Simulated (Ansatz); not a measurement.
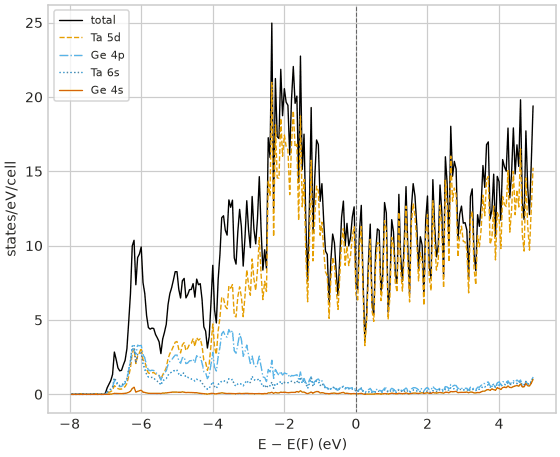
Total and projected density of states of Ta$_{3}$Ge in space group I-4 (No. 82; Ta on 8g, Ta on 8g, Ta on 8g, Ge on 8g), DFT-r²SCAN in the program Ansatz with PAW potentials

Task: Which orbitals carry the states next to the Fermi level?

Result: Within 0.5 eV of the Fermi level: Ta 5d 89 %. Projections are on Löwdin-orthogonalised atomic valence shells; empty p or d shells of many metals are not among them.

Task: Where is the tallest occupied peak in this window, and what makes it?

Result: Near -2.3 eV, about 25 states/eV per cell; the largest projected share is Ta 5d.

The first step of the workflow began from a Materials Project structure, measured or hypothetical; the Crystallography Open Database copy checked does not list it. Its standing as an ambient phase is unchecked. The r²SCAN relaxation kept the symmetry of its start; its stability against distortions is not shown here. No spin polarisation was allowed. Spin–orbit coupling is left out wherever it is not named.

Potentials: the later of the program's two PAW sets.
